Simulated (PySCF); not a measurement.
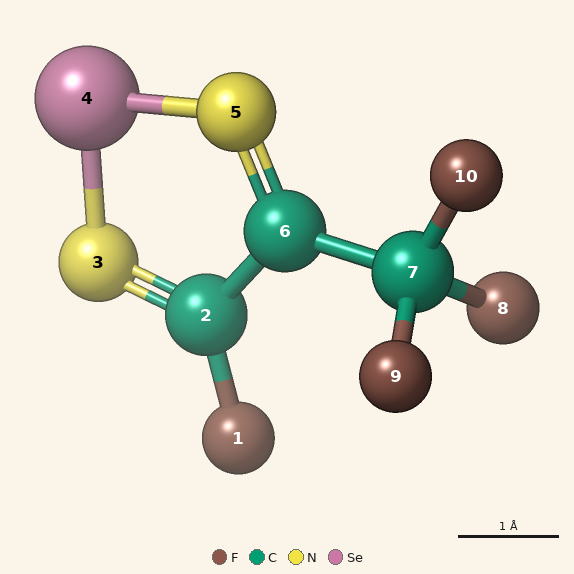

Orthographic view. Distant atoms are faded towards the background colour. The geometry was computed by an optimisation with GFN2-xTB. No frequency run is at hand to confirm it as a minimum.

Give the geometry as a Z-matrix, atoms in numerical order, with these reference atoms: 2 to 1; 3 to 2, 1; 4 to 3, 2, 1; 5 to 4, 3, 2; 6 to 5, 4, 3; 7 to 6, 5, 4; 8 to 7, 6, 5; 9 to 7, 8, 6; 10 to 7, 9, 8.

```
F  
C    1   1.316
N    2   1.301   1   121.0
Se   3   1.751   2   108.9   1  -179.8
N    4   1.751   3    91.9   2     0.0
C    5   1.308   4   109.6   3     0.0
C    6   1.502   5   121.6   4  -179.9
F    7   1.341   6   111.4   5  -119.9
F    7   1.341   8   106.7   6   121.8
F    7   1.330   9   107.2   8  -114.6
```
